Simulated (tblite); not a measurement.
## Geometry relaxation, with input and output: C₄H₃F₂N₂Si (part 2 of 2)

Continued. System: C₄H₃F₂N₂Si, multiplicity 2, SMILES N#C[SiH2][CH]C(F)(F)C#N. Method: GFN2-xTB geometry optimisation, gas phase (tblite 0.8.0). It belongs to a series of runs on one base structure; here: H removed from sp3 C.

Geometry of the input (Å):
```
N  -1.1527  2.7921  -0.5269
C  -1.3006  1.6626  -0.3864
Si -1.5220  -0.1293  -0.1577
C  0.0462  -1.0665  -0.1101
C  1.2275  -0.3850  0.4830
F  2.0668  -1.4105  0.9264
F  0.9679  0.4593  1.5302
C  1.9476  0.2861  -0.5877
N  2.5187  0.8063  -1.4485
H  -2.2897  -0.5986  -1.3285
H  -2.3434  -0.4482  1.0182
H  -0.1651  -1.9689  0.5620
```

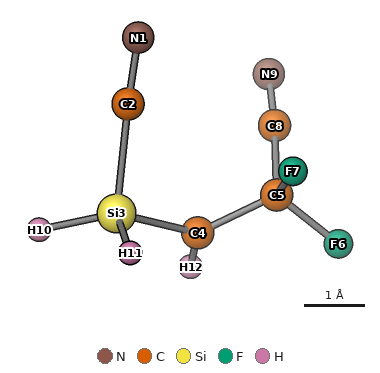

**Figure 1.** The geometry at step 74 of the log (ball-and-stick view, seen at a tilt; atoms are numbered from 1 in the order of the input).

**Trajectory as extended XYZ, continued**
```
12
Properties=species:S:1:pos:R:3:forces:R:3 step=37 energy=-733.24326
N    -0.9810    2.7691   -0.5087    0.0070  -0.0360  -0.0220
C    -1.2087    1.6554   -0.3771   -0.0080  -0.0150   0.0430
Si   -1.6137   -0.1543   -0.1248    0.0280  -0.0070   0.0200
C    -0.0060   -1.0414    0.1646    0.0470   0.0170  -0.0250
C     1.2268   -0.3946    0.6471    0.0200   0.0470  -0.0250
F     2.1333   -1.2729    1.1667   -0.0660   0.0310   0.0450
F     1.0251    0.5515    1.6053   -0.0280  -0.0420   0.0120
C     1.7907    0.2256   -0.5664   -0.0100  -0.0300  -0.0140
N     2.1607    0.6397   -1.5634    0.0360   0.0350  -0.0310
H    -2.1925   -0.6859   -1.3573   -0.0430   0.0290   0.0060
H    -2.4757   -0.2380    1.0559   -0.0020   0.0280   0.0040
H     0.1421   -2.0548   -0.1679    0.0180  -0.0580  -0.0120
12
Properties=species:S:1:pos:R:3:forces:R:3 step=43 energy=-733.24964
N    -0.9592    2.7497   -0.5141    0.0260   0.0000  -0.0030
C    -1.1880    1.6385   -0.3669   -0.0230   0.0370  -0.0120
Si   -1.6090   -0.1662   -0.1263    0.0180  -0.0090   0.0350
C     0.0083   -1.0460    0.1213    0.0010  -0.0430   0.0270
C     1.2147   -0.3847    0.6490    0.0050   0.0110  -0.0130
F     2.1051   -1.2502    1.2115    0.0180   0.0090  -0.0350
F     0.9744    0.5578    1.6010   -0.0500   0.0090  -0.0620
C     1.7868    0.2257   -0.5666    0.0180  -0.0460   0.1150
N     2.1552    0.6293   -1.5689    0.0430   0.0370  -0.0430
H    -2.2386   -0.6556   -1.3494   -0.0250  -0.0160   0.0080
H    -2.4264   -0.2387    1.0858   -0.0260   0.0030   0.0130
H     0.1782   -2.0602   -0.2024   -0.0050   0.0070  -0.0300
12
Properties=species:S:1:pos:R:3:forces:R:3 step=49 energy=-733.25384
N    -0.9368    2.7383   -0.5207    0.0020   0.0140   0.0000
C    -1.1863    1.6331   -0.3631    0.0240  -0.0230  -0.0120
Si   -1.6055   -0.1734   -0.1139   -0.0250  -0.0040   0.0070
C     0.0130   -1.0637    0.1083   -0.0400   0.0060  -0.0390
C     1.2079   -0.3847    0.6412   -0.0390  -0.0220   0.0000
F     2.0979   -1.2331    1.2297    0.0020   0.0280   0.0220
F     0.9219    0.5668    1.5712    0.0360   0.0020   0.0160
C     1.8053    0.2252   -0.5598   -0.0390  -0.0110   0.0010
N     2.1740    0.6340   -1.5599    0.0720   0.0280  -0.0170
H    -2.2733   -0.6423   -1.3272    0.0200  -0.0310   0.0350
H    -2.4143   -0.2330    1.1061    0.0110  -0.0090   0.0080
H     0.1975   -2.0680   -0.2380   -0.0240   0.0230  -0.0210
12
Properties=species:S:1:pos:R:3:forces:R:3 step=56 energy=-733.25851
N    -0.9134    2.7254   -0.5284    0.0040  -0.0190  -0.0100
C    -1.1723    1.6226   -0.3679   -0.0240  -0.0180   0.0100
Si   -1.6148   -0.1771   -0.0955   -0.0180  -0.0120  -0.0170
C     0.0055   -1.0723    0.0823   -0.0040   0.0250  -0.0030
C     1.1893   -0.3829    0.6257   -0.0070  -0.0190   0.0220
F     2.0822   -1.2049    1.2468   -0.0140  -0.0670  -0.0040
F     0.8795    0.5755    1.5418   -0.0020   0.0300   0.0090
C     1.8150    0.2232   -0.5621    0.0580   0.0970  -0.0820
N     2.2390    0.6491   -1.5334   -0.0190  -0.0480   0.0640
H    -2.3070   -0.6576   -1.2892    0.0020  -0.0150   0.0190
H    -2.3956   -0.2352    1.1429    0.0220   0.0170  -0.0010
H     0.1938   -2.0665   -0.2889    0.0010   0.0290  -0.0070
12
Properties=species:S:1:pos:R:3:forces:R:3 step=62 energy=-733.26233
N    -0.8886    2.7009   -0.5431   -0.0150  -0.0400  -0.0030
C    -1.1751    1.6067   -0.3701   -0.0260   0.0450  -0.0310
Si   -1.6311   -0.1864   -0.0818   -0.0150   0.0320   0.0010
C    -0.0003   -1.0597    0.0495    0.0290   0.0090  -0.0040
C     1.1738   -0.3727    0.6136    0.0390   0.0350  -0.0210
F     2.0431   -1.2096    1.2524   -0.0040   0.0230  -0.0110
F     0.8462    0.5877    1.5242    0.0260  -0.0560   0.0030
C     1.8408    0.2432   -0.5522   -0.0110  -0.0890   0.0870
N     2.3070    0.6534   -1.5095    0.0090   0.0260  -0.0210
H    -2.3441   -0.6912   -1.2487   -0.0470  -0.0080  -0.0210
H    -2.3629   -0.2295    1.1837   -0.0230   0.0130   0.0270
H     0.1925   -2.0433   -0.3440    0.0400   0.0090  -0.0070
12
Properties=species:S:1:pos:R:3:forces:R:3 step=68 energy=-733.26579
N    -0.8768    2.6806   -0.5616   -0.0300   0.0560  -0.0320
C    -1.2010    1.5979   -0.3872    0.0160  -0.0290  -0.0040
Si   -1.6512   -0.1915   -0.0702    0.0140  -0.0270   0.0050
C     0.0001   -1.0397    0.0243   -0.0080  -0.0360  -0.0070
C     1.1733   -0.3682    0.6108   -0.0090  -0.0300   0.0180
F     2.0219   -1.2228    1.2557    0.0140  -0.0190   0.0160
F     0.8451    0.5834    1.5260    0.0070   0.0130   0.0240
C     1.8679    0.2394   -0.5381    0.0200   0.0470  -0.0520
N     2.3489    0.6569   -1.4856   -0.0080  -0.0190   0.0410
H    -2.3850   -0.7215   -1.2167   -0.0110   0.0170   0.0400
H    -2.3579   -0.2068    1.2146    0.0240  -0.0090  -0.0380
H     0.2159   -2.0084   -0.3978   -0.0280   0.0360  -0.0100
12
Properties=species:S:1:pos:R:3:forces:R:3 step=74 energy=-733.26926
N    -0.8910    2.6623   -0.6154   -0.0410  -0.0410  -0.0300
C    -1.2085    1.5800   -0.4230   -0.0130   0.0590   0.0020
Si   -1.6618   -0.2012   -0.0530    0.0210   0.0300  -0.0190
C     0.0014   -1.0256   -0.0114   -0.0080   0.0590   0.0150
C     1.1676   -0.3698    0.6098   -0.0170  -0.0150  -0.0010
F     1.9903   -1.2395    1.2721   -0.0040  -0.0040  -0.0140
F     0.8258    0.5770    1.5260   -0.0060  -0.0250  -0.0050
C     1.9051    0.2436   -0.5108    0.0160   0.0000   0.0140
N     2.4321    0.6628   -1.4323   -0.0200  -0.0040   0.0180
H    -2.4757   -0.7500   -1.1331    0.0440   0.0110  -0.0040
H    -2.3144   -0.1902    1.2547    0.0050   0.0090   0.0550
H     0.2304   -1.9501   -0.5098    0.0230  -0.0790  -0.0290
12
Properties=species:S:1:pos:R:3:forces:R:3 step=80 energy=-733.27413
N    -0.9716    2.6944   -0.6785   -0.0450  -0.1490   0.0270
C    -1.2382    1.6064   -0.4414    0.0020   0.0930  -0.0290
Si   -1.6491   -0.1825   -0.0489   -0.0800   0.0380  -0.0450
C     0.0082   -1.0156   -0.0172    0.0450  -0.0440   0.0320
C     1.1814   -0.3906    0.6196    0.0780   0.0590  -0.0460
F     2.0006   -1.2855    1.2533   -0.0380   0.0230  -0.0370
F     0.8594    0.5385    1.5625   -0.0240  -0.0470  -0.0510
C     1.9193    0.2444   -0.4944   -0.0380  -0.0640   0.0720
N     2.4390    0.6729   -1.4158   -0.0170   0.0040   0.0340
H    -2.4654   -0.7416   -1.1276    0.0780   0.0370   0.0460
H    -2.3040   -0.1853    1.2616    0.0450   0.0270   0.0040
H     0.2214   -1.9562   -0.4991   -0.0060   0.0240  -0.0060
12
Properties=species:S:1:pos:R:3:forces:R:3 step=86 energy=-733.28228
N    -1.0974    2.6770   -0.8595   -0.0160  -0.0090  -0.0060
C    -1.3213    1.6030   -0.5359    0.0090   0.0260   0.0360
Si   -1.6507   -0.1641   -0.0011    0.0380  -0.0480   0.0180
C     0.0175   -0.9754   -0.1062   -0.0140  -0.0300  -0.0200
C     1.1773   -0.4174    0.6137   -0.0460  -0.0630   0.0030
F     1.9240   -1.3760    1.2461    0.0260   0.0080   0.0250
F     0.8196    0.4681    1.5832    0.0020   0.0090   0.0070
C     2.0035    0.2431   -0.4105   -0.0360  -0.0400   0.0130
N     2.5926    0.6940   -1.2768    0.0460   0.0590  -0.0440
H    -2.5627   -0.7667   -0.9633    0.0030  -0.0360  -0.0490
H    -2.1461   -0.1326    1.3751    0.0250   0.0630   0.0000
H     0.2449   -1.8536   -0.6908   -0.0360   0.0600   0.0170
12
Properties=species:S:1:pos:R:3:forces:R:3 step=93 energy=-733.28677
N    -1.2115    2.6665   -0.9705   -0.0010   0.0110   0.0150
C    -1.3805    1.6053   -0.5791    0.0010  -0.0060  -0.0130
Si   -1.6474   -0.1511    0.0277    0.0120  -0.0120   0.0010
C     0.0171   -0.9555   -0.1341    0.0020   0.0210   0.0100
C     1.1840   -0.4523    0.6117   -0.0160  -0.0140   0.0090
F     1.9013   -1.4450    1.2282    0.0000   0.0040  -0.0030
F     0.8376    0.4151    1.6036   -0.0080  -0.0120   0.0010
C     2.0453    0.2276   -0.3715   -0.0390  -0.0290   0.0770
N     2.6713    0.7248   -1.1845    0.0440   0.0420  -0.0820
H    -2.5757   -0.7993   -0.8921    0.0000  -0.0090   0.0090
H    -2.0744   -0.0537    1.4228    0.0070   0.0210  -0.0160
H     0.2341   -1.7830   -0.7882   -0.0010  -0.0170  -0.0090
12
Properties=species:S:1:pos:R:3:forces:R:3 step=99 energy=-733.28747
N    -1.2412    2.6704   -0.9897    0.0040   0.0260   0.0020
C    -1.3937    1.6077   -0.5961    0.0010  -0.0190  -0.0040
Si   -1.6405   -0.1457    0.0283   -0.0010   0.0000  -0.0060
C     0.0235   -0.9478   -0.1384   -0.0110   0.0070   0.0010
C     1.1882   -0.4628    0.6215    0.0000  -0.0050  -0.0030
F     1.8986   -1.4665    1.2270    0.0060  -0.0010  -0.0010
F     0.8412    0.3923    1.6227   -0.0030   0.0020   0.0140
C     2.0499    0.2243   -0.3563    0.0040   0.0170  -0.0230
N     2.6622    0.7238   -1.1797   -0.0050  -0.0040   0.0200
H    -2.5716   -0.8097   -0.8774   -0.0030  -0.0060   0.0100
H    -2.0559   -0.0277    1.4244    0.0010   0.0100  -0.0020
H     0.2405   -1.7589   -0.8123    0.0080  -0.0270  -0.0080
12
Properties=species:S:1:pos:R:3:forces:R:3 step=105 energy=-733.28805
N    -1.2517    2.6791   -0.9840    0.0040  -0.0060  -0.0050
C    -1.3960    1.6092   -0.6065    0.0050   0.0070   0.0020
Si   -1.6376   -0.1436    0.0222    0.0040   0.0010  -0.0020
C     0.0235   -0.9534   -0.1400    0.0000   0.0000   0.0030
C     1.1885   -0.4667    0.6192   -0.0010   0.0010  -0.0020
F     1.9063   -1.4693    1.2175   -0.0050  -0.0020  -0.0050
F     0.8398    0.3814    1.6267    0.0010  -0.0020  -0.0030
C     2.0479    0.2297   -0.3550   -0.0050  -0.0020   0.0020
N     2.6661    0.7324   -1.1717   -0.0060   0.0070   0.0030
H    -2.5741   -0.8157   -0.8714   -0.0020  -0.0040   0.0030
H    -2.0479   -0.0070    1.4183    0.0000  -0.0010   0.0010
H     0.2366   -1.7768   -0.8014    0.0040   0.0020   0.0040
```

**Results in brief**

- outcome: converged
- total energy: −733.2880 eV
- hardware: 1 CPU thread, shared host
- wall time: 0.57 s
- peak memory: 0.18 GiB
